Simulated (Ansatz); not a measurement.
We consider C11b WSi₂, described by r²SCAN+rVV10 in Ansatz (plane waves, PAW).

Numerical settings: plane-wave cutoff 560 eV, 24×24×24 k mesh, Fermi–Dirac smearing 0.05 eV, no spin polarisation, scalar-relativistic PAW data made under PBE.

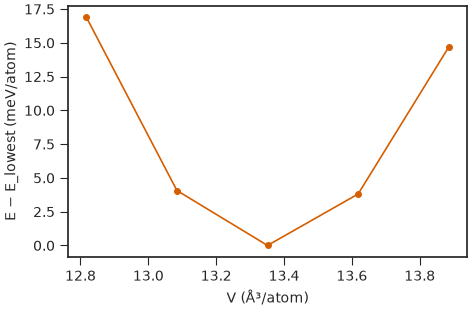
Fig. 1. Total energy against volume

From the curve, estimate the equilibrium volume and the bulk modulus.

V0 ≈ 13.4 Å³/atom and B0 ≈ 240 GPa; the fit gives V0 = 13.351 Å³/atom, B0 = 236 GPa, B′ = 4.4.

Shape and atoms are relaxed at each volume.

Note: the bulk modulus comes from volumes at which shape and atoms were relaxed.

Spin–orbit coupling is not included.

The computed numbers hold no vibrational or temperature effects.

Ansatz is a quantum-chemistry and plane-wave program.
